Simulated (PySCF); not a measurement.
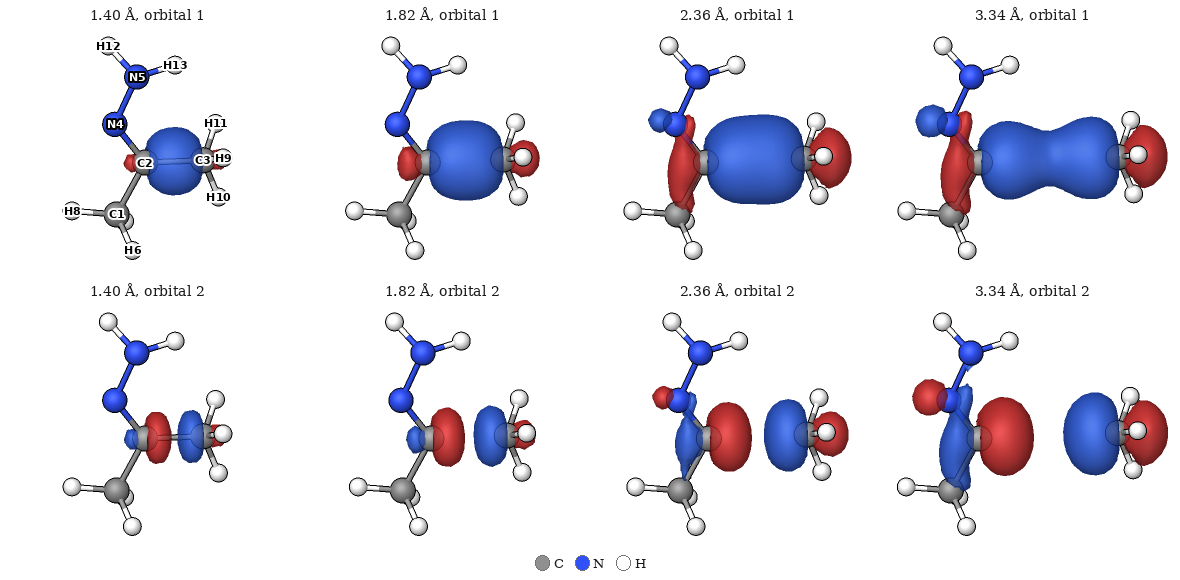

Figure 1: C3H8N2, SMILES `CC(C)=NN`. Rigid stretch of the C2–C3 bond. The two CASSCF(2,2) natural orbitals nearest half filling (orbital 1 the more occupied).

Method: def2-SVP basis; geometry: GFN2-xTB; program: PySCF. No frequency check shows the geometry to be a minimum.

The calculation's input:

```python
import numpy as np
from pyscf import gto, scf, mcscf

mol = gto.M(atom='''
C      1.70137     0.76234     0.00566
C      0.39028     0.04223     0.00234
C      0.43241    -1.46657    -0.00002
N     -0.66220     0.74913     0.00144
N     -1.90161     0.19932    -0.08528
H      2.28040     0.49201    -0.87687
H      2.28064     0.48629     0.88652
H      1.53252     1.83473     0.00804
H     -0.00396    -1.85540    -0.92069
H      1.45630    -1.81899     0.07889
H     -0.13926    -1.87005     0.83883
H     -2.59383     0.82746     0.29823
H     -2.01052    -0.76318     0.22602
''', basis='def2-svp', charge=0, spin=0, verbose=4)
# stretch the bond between atoms 2 and 3, from long to short, fragments rigid
a, b, move = 1, 2, [2, 8, 9, 10]
xyz = mol.atom_coords(unit='Angstrom')
u = xyz[b] - xyz[a]
r0 = np.linalg.norm(u)
rows, last, dm_u = [], None, None
for r in [4.26, 3.34, 2.74, 2.36, 2.05, 1.82, 1.67, 1.52, 1.4]:
    new = xyz.copy()
    new[move] += u / r0 * (r - r0)
    m = mol.set_geom_(new, unit='Angstrom', inplace=False)
    rhf = scf.RHF(m).density_fit(auxbasis='def2-universal-jkfit').run()
    uhf = scf.UHF(m).density_fit(auxbasis='def2-universal-jkfit').newton()
    if dm_u is None:
        c = rhf.mo_coeff
        h = m.nelectron // 2 - 1
        ca, cb = c.copy(), c.copy()
        ca[:, h], cb[:, h] = (c[:, h] + c[:, h + 1]) / 2**.5, (c[:, h] - c[:, h + 1]) / 2**.5
        dm_u = np.array([x[:, :h + 1] @ x[:, :h + 1].T for x in (ca, cb)])
    uhf.kernel(dm0=dm_u)
    for _ in range(3):
        c, _, stable, _ = uhf.stability(return_status=True)
        if stable:
            break
        uhf.kernel(c, uhf.mo_occ)
    dm_u = uhf.make_rdm1()
    mc = mcscf.CASSCF(rhf, 2, 2)
    mc.natorb = True
    mc.fix_spin_(ss=0)
    guess = mcscf.addons.make_natural_orbitals(uhf)[1] if last is None else mcscf.project_init_guess(mc, last.mo_coeff, last.mol)
    mc.kernel(guess)
    last = mc
    act = slice(mc.ncore, mc.ncore + mc.ncas)
    print('r %.3f  RHF %.6f  UHF %.6f  <S^2> %.3f  CASSCF %.6f  occupations' % (r, rhf.e_tot, uhf.e_tot, uhf.spin_square()[0], mc.e_tot), mc.mo_occ[act].round(4))
    rows.append((new, rhf.e_tot, uhf.e_tot, uhf.spin_square()[0], mc.e_tot, mc.mo_occ[act], mc.mo_coeff[:, act], dm_u[0] - dm_u[1], rhf.converged and uhf.converged and mc.converged))
    np.savez('result.npz', **{k: [row[i] for row in rows] for i, k in enumerate('xyz rhf uhf s2 cas occ c spin ok'.split())})
```

Launched as:

```sh
OMP_NUM_THREADS=1 python input.py
```

The run took 5.1 min on 1 thread of Intel(R) Xeon(R) Platinum 8375C CPU @ 2.90GHz (Ice Lake) (shared host), peak memory 0.3 GiB.

How do the occupations change along the stretch?

Answer. 1.40 Å: 1.99 and 0.01; 1.82 Å: 1.96 and 0.04; 2.36 Å: 1.84 and 0.16; 3.34 Å: 1.37 and 0.63. At the longest distance computed (4.26 Å) they are 1.10 and 0.90, and the effective number of unpaired electrons is 2.0.

UHF's ⟨S²⟩ passes 1 along the scan (up to 1.26), so it also polarises electrons outside the stretched bond; its energy lowering isn't due to that bond alone.

UHF already breaks spin symmetry near equilibrium here (⟨S²⟩ = 0.03 at 1.52 Å), for reasons apart from this bond.

How much energy does the stretch cost?

Answer. By CASSCF, 4.2 eV from the lowest point of the scan (1.52 Å) to 4.26 Å; RHF gives 8.2 eV from its own lowest point. The fragments aren't relaxed and dynamic correlation is missing, so this isn't a bond dissociation energy.
